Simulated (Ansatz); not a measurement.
Input file:

```
crystal:
  periodic: [false, false, false]
  atoms:
    - {symbol: Sn, position_ang: [-0.254055, 0.942851, -0.628235]}
    - {symbol: F, position_ang: [0.909855, 0.992089, 1.310181]}
    - {symbol: H, position_ang: [-0.973080, -0.040060, -1.842316]}
    - {symbol: H, position_ang: [-1.482342, 1.681157, 0.278130]}
    - {symbol: H, position_ang: [0.987644, 1.885474, -1.295645]}
    - {symbol: H, position_ang: [0.866718, -0.188865, 1.018500]}
    - {symbol: O, position_ang: [0.604353, -0.924214, 0.196599]}
    - {symbol: O, position_ang: [-0.468736, -1.744538, 0.650419]}
    - {symbol: H, position_ang: [-0.190356, -2.603994, 0.312068]}
basis:
  gaussian: {orbitals: def2-TZVPP}
hamiltonian: {xc: pbe0, dispersion: d4}
output: {orbitals: {seedname: orbitals}}
```

Run with:

```sh
ansatz run in.yaml --threads 4 --pin off --events-out ev --progress --plain --max-ram 9574MiB
```

A transition-state structure; geometry: PBE0-D4/def2-TZVP; core potentials replace the inner electrons of Sn.

Method: Ansatz, RKS PBE0-D4/def2-TZVPP.

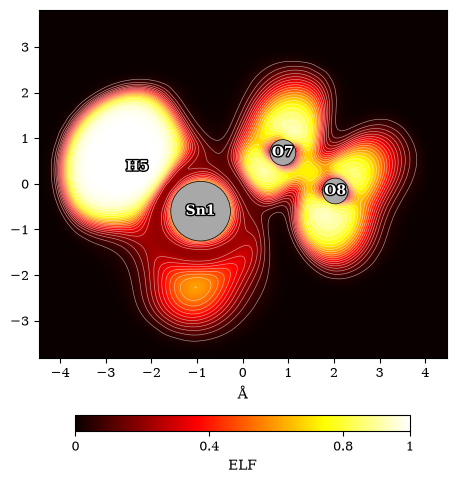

FH5O2Sn. ELF on the plane of atoms Sn1, O7 and O8. Grey discs cover the atomic cores.

Question: Read the bonding off the picture.

Answer:
- The plane passes through Sn, H and O nuclei.
- O–O (1.42 Å): the ELF peaks at about 0.75 between the atoms.
- Sn–O (2.21 Å): the ELF peaks at about 0.90 in the valence shell of O, 0.6 Å from its nucleus, and drops to about 0.10 between the two atoms.
- Sn–H (1.70 Å): the ELF climbs to about 1 towards the hydrogen.
- The ELF also peaks beside O8 and O7, away from the bonds: lone-pair regions.
